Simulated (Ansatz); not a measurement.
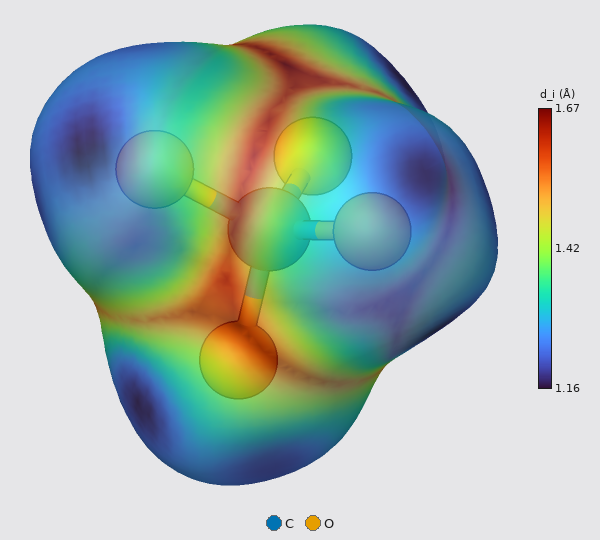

Hirshfeld surface computed for one CO$_{4}$ unit (covalently bonded non-metal atoms) in CaCO4 (I4_1/a), coloured by d_i.

The surface is where the fragment's share of the procrystal density (the sum of the densities of spherically averaged neutral Hartree-Fock atoms) equals one half. d_i and d_e are the distances from the surface to the nearest nucleus inside and outside.

Source of the atomic positions: coordinates from a relaxation with Ansatz, DFT, PAW plane waves, r2scan; the starting structure was generated, so it need not be a known form of this composition.

```
CELL_PARAMETERS angstrom
4.65262 0.00000 0.00000
0.00000 4.65262 0.00000
0.00000 0.00000 11.32267
ATOMIC_POSITIONS crystal
Ca 0.00000 0.50000 0.75000
Ca 0.00000 0.00000 0.50000
C 0.50000 0.00000 0.75000
C 0.50000 0.50000 0.50000
O 0.26770 0.07938 0.68372
O 0.57938 0.73230 0.43372
O 0.73230 0.92062 0.68372
O 0.42062 0.26770 0.43372
O 0.73230 0.42062 0.56628
O 0.42062 0.76770 0.81628
O 0.26770 0.57938 0.56628
O 0.57938 0.23230 0.81628
Ca 0.50000 0.00000 0.25000
Ca 0.50000 0.50000 0.00000
C 0.00000 0.50000 0.25000
C 0.00000 0.00000 0.00000
O 0.76770 0.57938 0.18372
O 0.07938 0.23230 0.93372
O 0.23230 0.42062 0.18372
O 0.92062 0.76770 0.93372
O 0.23230 0.92062 0.06628
O 0.92062 0.26770 0.31628
O 0.76770 0.07938 0.06628
O 0.07938 0.73230 0.31628
```

**What is the shortest distance from the fragment to an atom outside it?**

O–Ca, 2.44 Å.

**How is the surface shared among contacts (nearest atom inside ··· nearest atom outside)?**

O···O 58 %, O···Ca 40 %, C···O 0.8 %. The surface faces 20 neighbours with more than 2 % of its area each: 12 O + 8 Ca.

**Give the size and shape of the surface.**

It encloses about 38.3 Å³, has an area of about 60 Å² and a globularity of 0.92 (1 for a sphere).
